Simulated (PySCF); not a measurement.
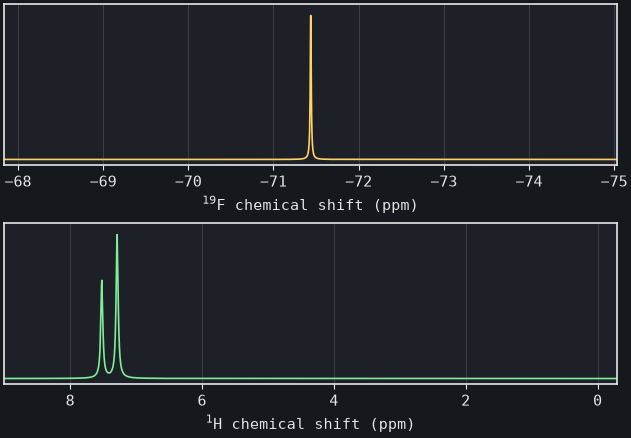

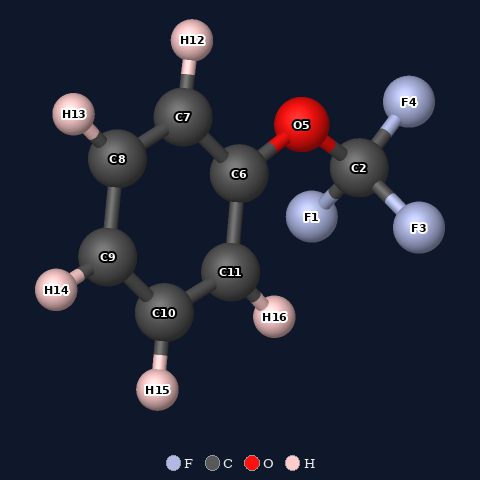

Spectrum and numbered structure of C₇H₅F₃O (PhOCF3), SMILES FC(F)(F)Oc1ccccc1. GIAO shifts, PBE0/pcSseg-1 in PySCF 2.14.0, at a PBE0-D3(BJ)/def2-SVP geometry (no frequency check), against CFCl₃ for ¹⁹F and TMS for ¹H computed at the same level (¹⁹F: this reference is a hard case for the method, so all values can be off together by tens of ppm, and differences between signals are safer). Gas phase, fully decoupled, line heights follow the number of nuclei, widths are arbitrary (no quadrupolar broadening); values of one conformer, averaged over nuclei that symmetry or rotation about single bonds exchange, these motions taken as fast; other conformers aren't averaged in.

Q: Where does the ¹⁹F line lie?

A: At −71.4 ppm (F1, F3 and F4).

Q: Which atoms give which ¹H line?

A:
```tsv
δ (ppm)	nuclei	atoms
7.52	2	H13, H15
7.29	2	H12, H16
7.28	1	H14
```

The order of signals that lie close, as those under 0.08 ppm apart, is within the error of the method.
